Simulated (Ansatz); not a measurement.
# InCl3 (SMILES [Cl][In]([Cl])[Cl]): revPBE/def2-SVP (core potential)

What is the vertical singlet–triplet gap of InCl3 at revPBE/def2-SVP (core potential)? 

Program for the calculation: Ansatz 0.2.0.

42 further runs of the same task are left out: 6 that didn't finish, 36 set aside as unsound or not needed. Runs told in other sessions of the task aren't counted.

## Step 1: The system as given

InCl3: 4 atoms, total charge 0, spin state singlet. As SMILES, `[Cl][In]([Cl])[Cl]`. The coordinates come from a PBE0-D4/def2-TZVP relaxation.

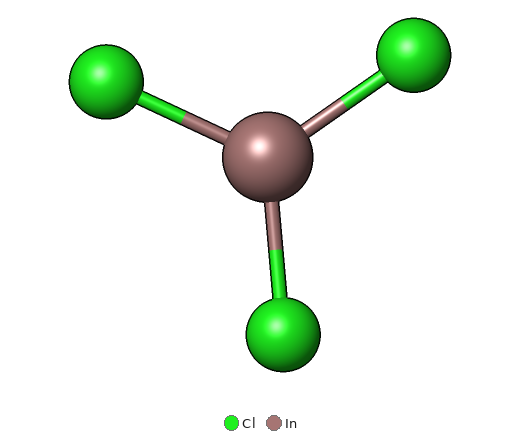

The structure, seen from a chosen angle (chlorine green, indium brown).

## Step 2: The energy at revPBE/def2-SVP (core potential)

The input, input.yaml:

```yaml
basis:
  gaussian:
    orbitals: def2-SVP
crystal:
  periodic: [false, false, false]
  atoms:
    - {symbol: Cl, position_ang: [-0.202900, 0.521500, 2.213600]}
    - {symbol: In, position_ang: [0.014400, -0.014800, -0.005300]}
    - {symbol: Cl, position_ang: [1.015900, -1.985200, -0.615300]}
    - {symbol: Cl, position_ang: [-0.772000, 1.418300, -1.613200]}
magnetization:
  spin_polarized: false
  initial_magnetization: 0
hamiltonian:
  xc: {name: revPBE}
accuracy: high
output:
  orbitals: {seedname: orbitals}
```

Command:

```
ansatz run input.yaml --threads 1 --pin off --max-ram 3480MiB --events-out events.jsonl --progress --plain --runs-dir runs
```

Output:

```text
Warning: RAYON_NUM_THREADS=1 ignored (pool sized by the plan → 1); use --threads N
Functional definition: revPBE
  name "revPBE"
  parameter kappa = 1.245
  parameter beta = 0.06672455060314922
  exchange = pbe_x(kappa = kappa, mu = beta*pi^2/3)
  correlation = pbe_c(beta = beta)
1621 factors; integrals over basis functions are off by at most 1.1e-8 eV
mean field evaluation 1: about -42726.5139 eV, gradient 2.5e1 eV
mean field evaluation 2: about -42722.7001 eV, gradient 4.4e1 eV
mean field evaluation 4: about -42728.2226 eV, gradient 7.7e-1 eV
mean field evaluation 8: about -42728.2216 eV, gradient 2.3e-3 eV
mean field evaluation 16: about -42728.2216 eV, gradient 1.0e-6 eV
mean field -42728.22163032 eV, -1570.2331826853 hartree, gradient 8.2e-8 eV, S^2 0.000000; 0 other end points of the search recorded, 0 dependent functions left out
reference -42728.22163557 eV, -1570.2331828785 hartree; 36, 36 occupied and 44, 44 virtual orbitals, 1621 factors
Total energy: -42728.22163557 eV, -1570.2331828785 hartree
```

It took 6 s on 1 thread of Arm Neoverse V1, shared host; peak memory 0.19 GiB.

## Step 3: The triplet at the same level

The input, run.yaml:

```yaml
crystal:
  periodic: [false, false, false]
  atoms:
    - {symbol: Cl, position_ang: [-0.202900, 0.521500, 2.213600]}
    - {symbol: In, position_ang: [0.014400, -0.014800, -0.005300]}
    - {symbol: Cl, position_ang: [1.015900, -1.985200, -0.615300]}
    - {symbol: Cl, position_ang: [-0.772000, 1.418300, -1.613200]}
basis:
  gaussian: {orbitals: def2-SVP}
output: {orbitals: {seedname: orbitals}}
magnetization: {spin_polarized: true, initial_magnetization: 2}
accuracy: high
hamiltonian: {xc: {name: revPBE}}
```

Command:

```
ansatz run run.yaml --threads 1 --pin off --max-ram 3480MiB --events-out events.jsonl --progress --plain --runs-dir runs
```

Output, shortened:

```text
Warning: RAYON_NUM_THREADS=1 ignored (pool sized by the plan → 1); use --threads N
[... 6 set-up lines as earlier in the session ...]
1621 factors; integrals over basis functions are off by at most 1.1e-8 eV
mean field evaluation 1: about -42723.3791 eV, gradient 1.0e1 eV
mean field evaluation 2: about -42722.8496 eV, gradient 1.4e1 eV
mean field evaluation 4: about -42723.3115 eV, gradient 7.8e0 eV
mean field evaluation 8: about -42723.9380 eV, gradient 4.7e-3 eV
mean field evaluation 16: about -42723.5593 eV, gradient 5.4e0 eV
mean field evaluation 32: about -42723.8460 eV, gradient 1.8e0 eV
mean field evaluation 64: about -42723.8624 eV, gradient 1.6e-4 eV
mean field -42723.93797100 eV, -1570.0757611091 hartree, gradient 3.2e-8 eV, S^2 2.001611; 10 other end points of the search recorded, 0 dependent functions left out
reference -42723.93797612 eV, -1570.0757612971 hartree; 37, 35 occupied and 43, 45 virtual orbitals, 1621 factors
Total energy: -42723.93797612 eV, -1570.0757612971 hartree
```

Run time: 46 s. Hardware: 1 thread of Arm Neoverse V1, shared host; peak memory 0.27 GiB.

## Step 4: Outcome

At revPBE/def2-SVP (core potential):

| quantity | value |
| --- | --- |
| singlet: total energy | -1570.23318 Eh |
| singlet: HOMO energy | -7.77 eV |
| singlet: LUMO energy | -3.52 eV |
| singlet: HOMO–LUMO gap | 4.24 eV |
| triplet: total energy | -1570.07576 Eh |
| triplet: HOMO energy (highest over α and β) | -3.49 eV |
| triplet: ⟨S²⟩ | 2.002 |
| vertical energy of the triplet above the singlet | 4.284 eV |

**Reading.** At this shape the triplet lies 4.28 eV (413 kJ/mol) above the singlet.
